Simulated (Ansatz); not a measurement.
# Decaying states in the gap of Mg3CdTe4, part 3 of 3

A new crystal, Mg3CdTe4: structure, gap and complex bands. It is built by putting Te for S, Mg for Zn in the Zn3CdS4 structure of space group P-43m, with the volume rescaled by atomic radii. The parent structure comes from the Materials Project.

Ansatz 0.2.0; PBEsol DFT, plane waves, PAW files (the session's first sound run).

So far, gap on path (eV): step 3 (band edges, PBEsol) 1.81; step 6 (PBE) 1.92.

The structure was built from a prototype and need not be the compound's stable phase.

**7. Complex bands at another level**

This step: PBE DFT, plane waves, PAW files; complex bands by layer matching along the plane's normal (Ansatz 0.2.0).

The complex bands at that level, over its own gap, at (0, 0) and (0.5, 0).

Contents of input.yaml:

```yaml
crystal:
  lattice:
    - [6.451105066, 0.0, 0.0]
    - [0.0, 6.451105066, 0.0]
    - [0.0, 0.0, 6.451105066]
  atoms:
    - { symbol: Mg, position: [0.0, 0.5, 0.5] }
    - { symbol: Mg, position: [0.5, 0.0, 0.5] }
    - { symbol: Mg, position: [0.5, 0.5, 0.0] }
    - { symbol: Cd, position: [0.0, 0.0, 0.0] }
    - { symbol: Te, position: [0.2518676199, 0.2518676199, 0.2518676199] }
    - { symbol: Te, position: [0.7481323801, 0.7481323801, 0.2518676199] }
    - { symbol: Te, position: [0.2518676199, 0.7481323801, 0.7481323801] }
    - { symbol: Te, position: [0.7481323801, 0.2518676199, 0.7481323801] }
kpoints:
  mp_grid: { grid: [4, 4, 4] }
scf:
  occupations: { method: fixed }
hamiltonian:
  xc: pbe
output:
  eigenvalues: true
  transmission:
    leads: [[0, 0]]
    kpoints: [[0.0, 0.0], [0.5, 0.0]]
    e_range: [-1.0, 2.92]
    de: 0.1
```

Command:

```
$ ansatz run input.yaml --threads 2 --pin off --max-ram 4096MiB --backend cpu --events-out ev --progress --plain --runs-dir out
```

Numbers of over 12 decimals in the logs are rounded to 6 here.

The program printed:

```text
[...]
Crystal: 8 atoms, lattice volume = 268.474 Å³
Basis set: ecut = 420 eV, 5257 PW (Γ)
Bands: 69, of which v1, the nominal top of the filled ones, is band 57 counted from 1 (56 counted from 0)
Symmetry: 24 space group operations
[...]
k-points: 10 of 64 (time reversal used)
[...]
SCF iter   1: F=—  HF=-41951.844505 eV  |F-HF|=—  |Δ(HF+E_count)|=         —  Δρ=9.54e-4  dr2=5.62e-3  ethr=1.77e-3  ⟨swp⟩=5.1  Hψ=2172  notcnv=0  defer=81
[...]
SCF iter   7: F=-41951.843468 eV  HF=-41951.843467 eV  |F-HF|=9.73e-8  |Δ(HF+E_count)|=   1.32e-6  Δρ=4.11e-6  dr2=3.68e-8  ethr=8.77e-11  ⟨swp⟩=13.3  Hψ=3636  notcnv=0
SCF 1 converged in 7 iterations: F = -41951.843468 eV  dr2 = 3.68e-8
[...]
transmission: 8 of 16 steps passed
transmission: 16 of 16 steps passed
SCF converged after 7 iterations
Free energy (F): -41951.843468 eV
[...]
Internal energy: -41951.843468 eV  (E = F + TS)
E sigma→0 (E₀):  -41951.843468 eV
Fermi energy:    5.166635 eV
[...]
--- Band table (eV; the first three rows and the last of 10) ---
  k-point 0: bands = [... 53 lower, 3.8174, 5.1666, 5.1666, 5.1666, 7.0916, 7.9718, 7.9718, 7.9718, ... 8 higher]
  k-point 1: bands = [... 53 lower, 3.9654, 4.3101, 4.9128, 4.9128, 7.9765, 8.3178, 8.6265, 8.6313, ... 8 higher]
  k-point 2: bands = [... 53 lower, 4.2997, 4.2997, 4.4838, 4.4838, 8.7167, 8.9815, 9.0411, 9.2118, ... 8 higher]
  k-point 9: bands = [... 53 lower, 4.6399, 4.7807, 4.7807, 4.7807, 7.3809, 8.2996, 8.2996, 8.2996, ... 8 higher]
--- Transmission ---
  basis      : 365 plane waves across, 8 finite elements along
  points     : 2, as listed
[...]
crystal 0  : Te4Mg3Cd1, at the sites [0, 0], period 6.4511 Å: whole cells are its period
[...]
channels       : 0.000000e0 a spin
[...]
slowest decay  : 0.1409 /Å at (0.0000, 0.0000)
```

Elapsed: 25 s, on 2 threads of AMD EPYC 9R45, shared host; peak memory 1.6 GiB; 50 s of CPU time.

Numbers from this step:

| Item | Value |
| --- | --- |
| level to which the leads are filled | 0.9625 eV from the Fermi level |
| decay constant at the filling level, zone centre | 0.1409 Å⁻¹ |
| decay constant at the filling level, slowest listed point | 0.1409 Å⁻¹ |

K parallel (0, 0); values up to 1.5 1/Å, a degenerate pair printed once or twice; energies at which all values exceed this have no row. Table of Im kz of the slowest decaying states by energy, zero at the highest filled level on the SCF mesh:

| energy (eV) | decay 1 (Å⁻¹) | decay 2 (Å⁻¹) | decay 3 (Å⁻¹) | decay 4 (Å⁻¹) |
| --- | --- | --- | --- | --- |
| -1.000 | 0.198 | 0.228 | 0.265 | 0.767 |
| -0.500 | 0.272 | 0.312 | 0.335 | 0.716 |
| 0.000 | 4.0e-4 | 0.00183 | 0.00185 | 0.304 |
| 0.500 | 0.125 | 0.291 | 0.312 | 0.347 |
| 1.000 | 0.141 | 0.305 | 0.348 | 0.361 |
| 1.500 | 0.116 | 0.283 | 0.299 | 0.346 |
| 2.000 | 0.244 | 0.244 | 0.318 | 0.367 |
| 2.500 | 0.156 | 0.179 | 0.228 | 0.275 |

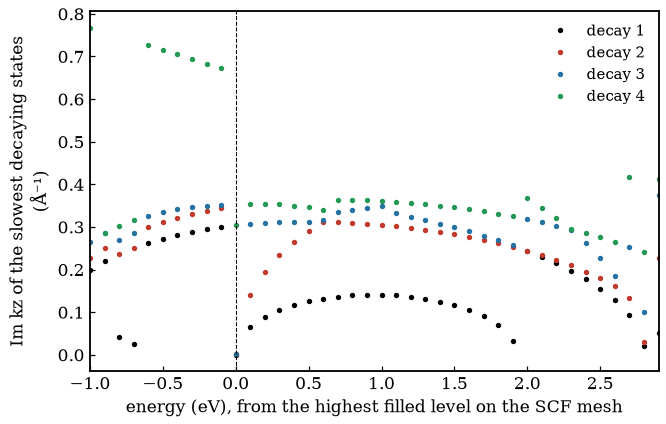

Im kz of the slowest decaying states, plotted against energy.

K parallel (0, 0). The Re kz of states that move upwards by energy, zero at the highest filled level on the SCF mesh:

| energy (eV) | channel 1 (Å⁻¹) | channel 2 (Å⁻¹) | channel 3 (Å⁻¹) | channel 4 (Å⁻¹) |
| --- | --- | --- | --- | --- |
| -1.0000 | -0.272 | 0.381 | 0.381 | - |
| -0.8000 | -0.232 | - | - | - |
| -0.5000 | -0.367 | -0.367 | -0.170 | - |
| -0.3000 | -0.268 | -0.268 | -0.125 | - |
| 0.0000 | - | - | - | - |
| 0.2000 | - | - | - | - |
| 0.5000 | - | - | - | - |
| 0.7000 | - | - | - | - |
| 1.0000 | - | - | - | - |
| 1.2000 | - | - | - | - |
| 1.5000 | - | - | - | - |
| 1.7000 | - | - | - | - |
| 2.0000 | 0.0566 | - | - | - |
| 2.2000 | 0.114 | - | - | - |
| 2.5000 | 0.179 | - | - | - |
| 2.7000 | 0.220 | - | - | - |

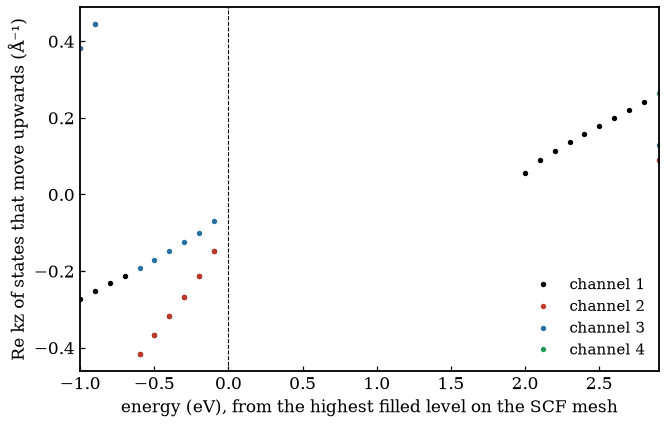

Re kz of states that move upwards, plotted against energy.

K parallel (0.5, 0); values up to 1.5 1/Å, a degenerate pair printed once or twice; energies at which all values exceed this have no row. Im kz of the slowest decaying states against energy, zero at the highest filled level on the SCF mesh:

| energy (eV) | decay 1 (Å⁻¹) | decay 2 (Å⁻¹) | decay 3 (Å⁻¹) | decay 4 (Å⁻¹) |
| --- | --- | --- | --- | --- |
| -1.0000 | 0.123 | 0.199 | 0.795 | 0.912 |
| -0.8000 | 0.0275 | 0.118 | 0.765 | 0.881 |
| -0.5000 | 0.0148 | 0.0783 | 0.158 | 0.217 |
| -0.3000 | 0.15 | 0.188 | 0.217 | 0.260 |
| 0.0000 | 0.257 | 0.270 | 0.279 | 0.301 |
| 0.2000 | 0.293 | 0.298 | 0.317 | 0.320 |
| 0.5000 | 0.317 | 0.338 | 0.341 | 0.357 |
| 0.7000 | 0.327 | 0.346 | 0.361 | 0.374 |
| 1.0000 | 0.336 | 0.351 | 0.379 | 0.381 |
| 1.2000 | 0.339 | 0.351 | 0.384 | 0.388 |
| 1.5000 | 0.337 | 0.347 | 0.384 | 0.401 |
| 1.7000 | 0.333 | 0.341 | 0.385 | 0.398 |
| 2.0000 | 0.323 | 0.327 | 0.384 | 0.392 |
| 2.2000 | 0.313 | 0.315 | 0.376 | 0.384 |
| 2.5000 | 0.292 | 0.293 | 0.357 | 0.368 |
| 2.7000 | 0.272 | 0.276 | 0.341 | 0.354 |

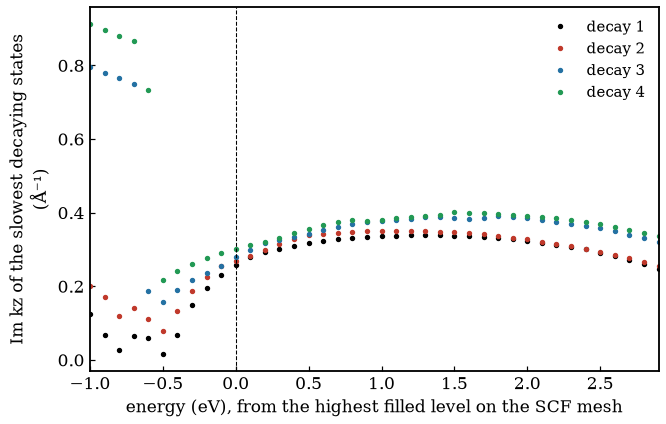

Im kz of the slowest decaying states, plotted against energy.

At the listed wavevectors the last open channel is at -0.10 eV and the next at +2.00 eV on the grid. At +1.00 eV, the grid energy nearest the filling level (the middle of the gap on the SCF mesh), the slowest state at the listed wavevectors decays with κ = 0.141 Å⁻¹, its amplitude falling by e over 7.1 Å; the first such run, plane (001), gave 0.133 Å⁻¹.

**8. Outcome**

```
band gap                                         : 1.81 eV
least decay constant at mid-gap, normal to (001) : 0.133 Å⁻¹
least decay constant on a mesh, normal to (001)  : 0.133 Å⁻¹
least decay constant, PBE                        : 0.141 Å⁻¹
```

**Reading.** With PBEsol, the slowest decay at the wavevectors tried is κ = 0.133 Å⁻¹, normal to (001). Through such a film the transmission near mid-gap falls as exp(−2κd), a factor of ten every 8.6 Å. A free electron under a barrier of half the gap would need a mass of 0.075 mₑ to decay at this rate. With PBE the gap goes from 1.81 to 1.93 eV and the decay constant, over the first 2 listed wavevectors, from 0.133 to 0.141 Å⁻¹. The compound is made up by substitution; its stability against other phases and against distortions of the cell's symmetry was not tested. A semilocal functional narrows gaps, while spin-orbit coupling, left out here, narrows them in compounds of heavy elements, so the error in κ can go either way.

[Logs are printed without paths, hosts, clocks, repeated set-up lines and the standing remarks that a program may print on its own settings, such as how far it seeks lower states.]

[Hosts, paths, dates, database ids (printed as entryN), source tags and the programs' standing remarks are cut or masked in the printed files.]

[New means built here by substitution; the compound itself may be known and measured.]
